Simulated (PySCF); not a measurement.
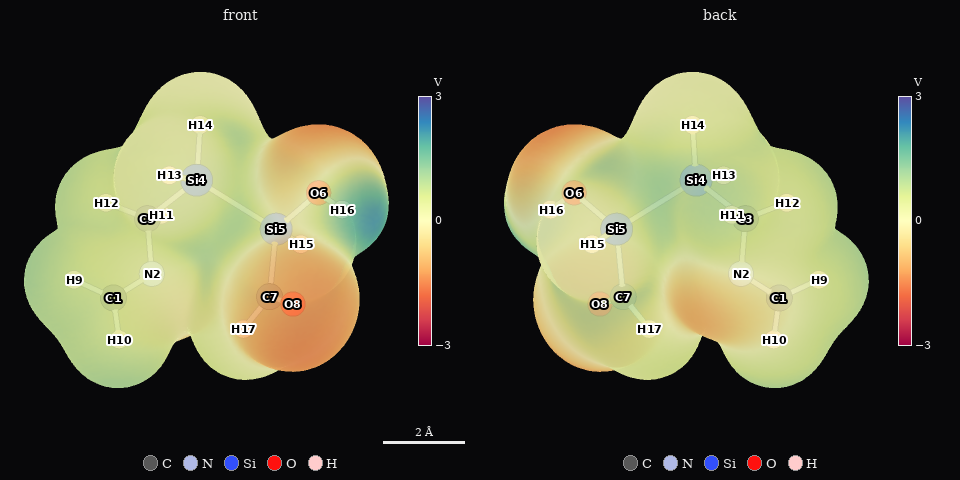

*C₃H₉NO₂Si₂. The molecular electrostatic potential painted on the density surface at 0.002 e/bohr³, seen from the front and from behind; the colour scale runs from red (negative) to blue (positive).*

Geometry: GFN2-xTB.

Theory: PBE0/pcSseg-1, SCF density, gas phase, non-relativistic (PySCF 2.14.0).

```xyz
17

C     1.9595    1.4179    1.1756
N     1.5957    0.5951    0.3026
C     1.6801   -0.8018    0.5313
Si   -0.1359   -1.4221    0.6427
Si   -1.2780   -0.4361   -1.1005
O    -2.7674   -1.0882   -1.0626
C    -1.5174    1.4531   -0.8615
O    -2.6170    1.9194   -0.6678
H     2.4041    1.1394    2.1374
H     1.8386    2.4723    0.9762
H     2.1550   -1.2559   -0.3390
H     2.2611   -1.0649    1.4255
H    -0.6100   -1.0537    1.9899
H    -0.0752   -2.8920    0.6299
H    -0.7236   -0.5561   -2.4580
H    -3.5387   -0.5384   -1.1968
H    -0.6378    2.1241   -0.8827
```

Q: Describe the electrostatic potential map.

A: The most negative region (about −1.5 V) lies over O8, the most positive (about +2.0 V) over H16. O8 is the likeliest acceptor of a hydrogen bond.
